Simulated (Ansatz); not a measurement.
# BH2Cl (SMILES BCl): CCSDTQ/STO-3G

What is the energy change on altering one bond length of BH2Cl at CCSDTQ/STO-3G? 

The calculation is run with Ansatz 0.2.0.

56 further runs of the same task are left out: 2 that didn't finish, 54 set aside as unsound or not needed.

## 1. The molecule

BH2Cl has 4 atoms, charge 0, and is taken as a singlet. As SMILES, `BCl`. The coordinates come from a PBE0-D4/def2-TZVP relaxation.

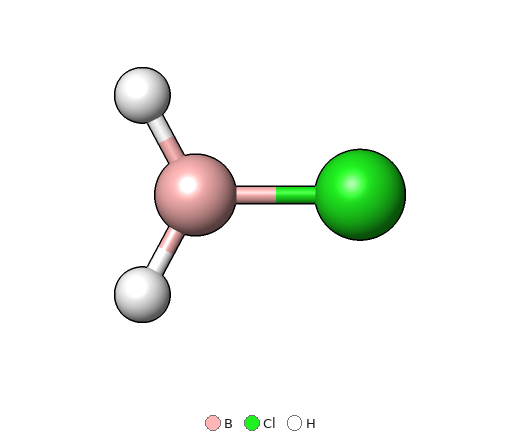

The structure, seen from a chosen angle (boron pink, chlorine green, hydrogen white).

## 2. The energy at CCSDTQ/STO-3G

The input, run.yaml:

```yaml
crystal:
  periodic: [false, false, false]
  atoms:
    - {symbol: B, position_ang: [-0.116700, 0.021700, -0.075300]}
    - {symbol: Cl, position_ang: [1.365000, -0.395300, 0.721200]}
    - {symbol: H, position_ang: [-1.106200, -0.559500, 0.240400]}
    - {symbol: H, position_ang: [-0.086600, 0.872800, -0.906600]}
basis:
  gaussian:
    orbitals: STO-3G
correlation:
  method: ccsdtq
  frozen_orbitals: {B: 1, Cl: 5, H: 0}
accuracy: high
scf:
  omitted_lower_state_checks: [cluster_reference, increment]
```

The run is started by

```console
ansatz run run.yaml --threads 1 --pin off --max-ram 2610MiB --events-out events.jsonl --progress --plain --runs-dir runs
```

What it wrote, cut to the lines that bear on the results:

```text
Warning: RAYON_NUM_THREADS=1 ignored (pool sized by the plan → 1); use --threads N
Functional definition: HF
  name "HF"
[...]
263 factors; integrals over basis functions are off by at most 1.2e-8 eV
[...]
mean field -13064.96573360 eV, -480.1286349581 hartree, gradient 9.6e-8 eV, S^2 0.000000; 0 other end points of the search recorded, 0 dependent functions left out
6 core orbitals not correlated: weight in the atoms' cores, before any rotation towards them, 1.000 or more for the frozen orbitals, at most 0.000 for the correlated occupied ones
reference -13064.96573360 eV, -480.1286349581 hartree; 6, 6 occupied and 4, 4 virtual orbitals, 263 factors
second order -1.19794143 eV of doubles, -0.00000000 eV of singles
cycle   1  -1.45013206 eV  change   -2.5e-1 eV  update   5.8e-2
[...]
cycle  22  -1.65990319 eV  change   7.0e-10 eV  update  6.7e-10
Total energy: -13066.62563679 eV, -480.1896352752 hartree
Checks for a lower state left out: cluster_reference, increment
```

Wall time 1.6 s (1 thread of Arm Neoverse V1, shared host).

## 3. The distorted shape, same level

The input, input.yaml:

```yaml
crystal:
  periodic: [false, false, false]
  atoms:
    - {symbol: B, position_ang: [-0.487115, 0.125947, -0.274420]}
    - {symbol: Cl, position_ang: [1.365000, -0.395300, 0.721200]}
    - {symbol: H, position_ang: [-1.476615, -0.455253, 0.041280]}
    - {symbol: H, position_ang: [-0.457015, 0.977047, -1.105720]}
basis:
  gaussian:
    orbitals: STO-3G
total_charge: 0
correlation:
  method: ccsdtq
  frozen_orbitals: {B: 1, Cl: 5, H: 0}
accuracy: high
scf:
  omitted_lower_state_checks: [cluster_reference, increment]
```

The run is started by

```console
ansatz run input.yaml --threads 1 --pin off --max-ram 2610MiB --events-out events.jsonl --progress --plain --runs-dir runs
```

What it wrote, cut to the lines that bear on the results:

```text
Warning: RAYON_NUM_THREADS=1 ignored (pool sized by the plan → 1); use --threads N
[... 2 set-up lines as earlier in the session ...]
[...]
258 factors; integrals over basis functions are off by at most 1.2e-8 eV
[...]
mean field -13063.49703926 eV, -480.0746614365 hartree, gradient 8.3e-9 eV, S^2 0.000000; 0 other end points of the search recorded, 0 dependent functions left out
6 core orbitals not correlated: weight in the atoms' cores, before any rotation towards them, 1.000 or more for the frozen orbitals, at most 0.000 for the correlated occupied ones
reference -13063.49703926 eV, -480.0746614365 hartree; 6, 6 occupied and 4, 4 virtual orbitals, 258 factors
second order -1.25409409 eV of doubles, -0.00000000 eV of singles
cycle   1  -1.54985167 eV  change   -3.0e-1 eV  update   7.1e-2
[...]
cycle  25  -1.82540612 eV  change   1.2e-10 eV  update   1.0e-9
Total energy: -13065.32244538 eV, -480.1417438741 hartree
Checks for a lower state left out: cluster_reference, increment
```

Run time: 1.7 s. Hardware: 1 thread of Arm Neoverse V1, shared host.

## 4. Outcome

At CCSDTQ/STO-3G, 6 core orbitals frozen:

| quantity | value |
| --- | --- |
| first shape: total energy | -480.18964 Eh |
| first shape: correlation energy (6 core orbitals frozen) | -61.0 mEh |
| first shape: T1 diagnostic | 0.013 |
| distorted shape: total energy | -480.14174 Eh |
| distorted shape: correlation energy (6 core orbitals frozen) | -67.1 mEh |
| distorted shape: T1 diagnostic | 0.018 |
| energy change with the B1–Cl2 bond stretched from 1.733 to 2.166 Å | 1.303 eV |

With the B1–Cl2 bond stretched from 1.733 to 2.166 Å the energy rises by 1.30 eV (126 kJ/mol). The first shape isn't relaxed at this level, so the change isn't measured from a minimum. The minimal basis adds a large error of its own.
